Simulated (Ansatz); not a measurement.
**PBE/STO-3G run of BrCl (bromine chloride)**

Aim: the electronic atomisation energy of BrCl (bromine chloride) at PBE/STO-3G, from 3 runs. 

The calculation is run with Ansatz 0.2.0.

44 further runs of the same task are left out: 6 that didn't finish, 38 set aside as unsound or not needed.

### 1 The structure to begin with

BrCl has 2 atoms, charge 0, and is taken as a singlet. As SMILES, `ClBr`. Geometry: the measured bond length.

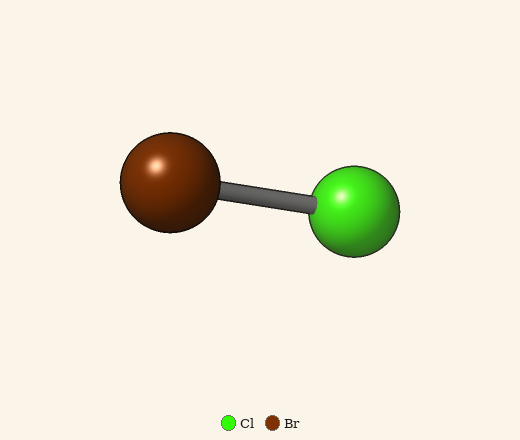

The structure, seen from a chosen angle (chlorine green, bromine brown).

### 2 The energy at PBE/STO-3G

The input, in.yaml:

```yaml
crystal:
  periodic: [false, false, false]
  atoms:
    - {symbol: Cl, position_ang: [0.000000, 0.000000, 0.000000]}
    - {symbol: Br, position_ang: [0.000000, 0.000000, 2.136065]}
basis:
  gaussian:
    orbitals: STO-3G
hamiltonian:
  xc: pbe
accuracy: high
```

The run is started by

```sh
ansatz run in.yaml --threads 1 --pin off --max-ram 2610MiB --events-out events.jsonl --progress --plain --runs-dir runs
```

What it wrote:

```text
Warning: RAYON_NUM_THREADS=1 ignored (pool sized by the plan → 1); use --threads N
Functional definition: PBE
  name "PBE"
  parameter kappa = 0.804
  parameter beta = 0.06672455060314922
  exchange = pbe_x(kappa = kappa, mu = beta*pi^2/3)
  correlation = pbe_c(beta = beta)
370 factors; integrals over basis functions are off by at most 6.0e-9 eV
mean field evaluation 1: about -81648.2365 eV, gradient 6.2e0 eV
mean field evaluation 2: about -81648.0570 eV, gradient 8.4e0 eV
mean field evaluation 4: about -81648.4867 eV, gradient 3.3e-2 eV
mean field evaluation 8: about -81648.4825 eV, gradient 1.5e-4 eV
mean field -81648.48249441 eV, -3000.5263883405 hartree, gradient 1.3e-8 eV, S^2 0.000000; 0 other end points of the search recorded, 0 dependent functions left out
reference -81648.48249560 eV, -3000.5263883842 hartree; 26, 26 occupied and 1, 1 virtual orbitals, 370 factors
Total energy: -81648.48249560 eV, -3000.5263883842 hartree
```

It took 0.9 s on 1 thread of Intel Xeon Platinum 8259CL at 2.50GHz (Skylake/Cascade Lake), shared host; peak memory 0.1 GiB.

### 3 The Br atom, same level

The input, run.yaml:

```yaml
crystal:
  periodic: [false, false, false]
  atoms:
    - {symbol: Br, position_ang: [0.000000, 0.000000, 0.000000]}
basis:
  gaussian:
    orbitals: STO-3G
magnetization:
  spin_polarized: true
  initial_magnetization: 1
hamiltonian:
  xc: pbe
accuracy: high
```

Run the same way, it converges to -2545.50147 Eh (log not shown).

### 4 The Cl atom

The input, job.yaml:

```yaml
crystal:
  periodic: [false, false, false]
  atoms:
    - symbol: Cl
      position_ang: [0.000000, 0.000000, 0.000000]
basis:
  gaussian: {orbitals: STO-3G}
magnetization: {spin_polarized: true, initial_magnetization: 1}
hamiltonian: {xc: {name: PBE}}
accuracy: high
```

Run the same way, it converges to -454.91342 Eh (log not shown).

### 5 Outcome

Level: PBE/STO-3G.

| quantity | value |
| --- | --- |
| molecule: total energy | -3000.52639 Eh |
| Br atom: total energy | -2545.50147 Eh |
| Br atom: ⟨S²⟩ | 0.750 |
| Cl atom: total energy | -454.91342 Eh |
| Cl atom: ⟨S²⟩ | 0.750 |
| electronic atomisation energy | 3.034 eV |

In words: Taking the molecule apart into free atoms costs 3.03 eV (293 kJ/mol), before zero-point energy and without spin-orbit coupling. In a minimal basis such a difference can be off by several eV, whatever the method.
